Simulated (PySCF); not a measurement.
Molecule: SnH₃, doublet.

```xyz
4

Sn     0.0000     0.0000    -0.0139
H      1.6188     0.0000     0.5521
H     -0.8094     1.4020     0.5521
H     -0.8094    -1.4020     0.5521
```

Unscaled harmonic wavenumbers and double-harmonic intensities, PBE0/def2-TZVP (ECP), PySCF, isolated molecule. The structure is the lowest of the points that a search from trigonal pyramidal, trigonal planar and T-shaped starts found. Degenerate modes count as one line, with their intensities summed.

Which lines are the most intense, and is the structure a minimum?

The most intense lines (point group C3v) lie at 1910.9 cm⁻¹ (440.1 km/mol, e), 700.6 cm⁻¹ (135.0 km/mol, e) and 636.9 cm⁻¹ (96.0 km/mol, a1). It has no imaginary mode, so it is a minimum.

```csv
cm⁻¹,km/mol,symmetry
636.9,96.0,a1
700.6,135.0,e (×2)
1873.7,24.2,a1
1910.9,440.1,e (×2)
```

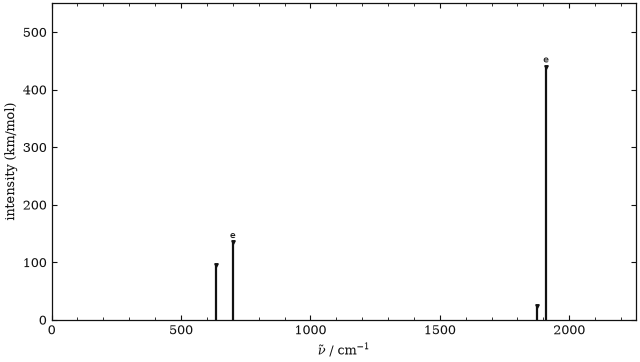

Caveats: spin-orbit coupling is left out, and with Sn it can shift these values.
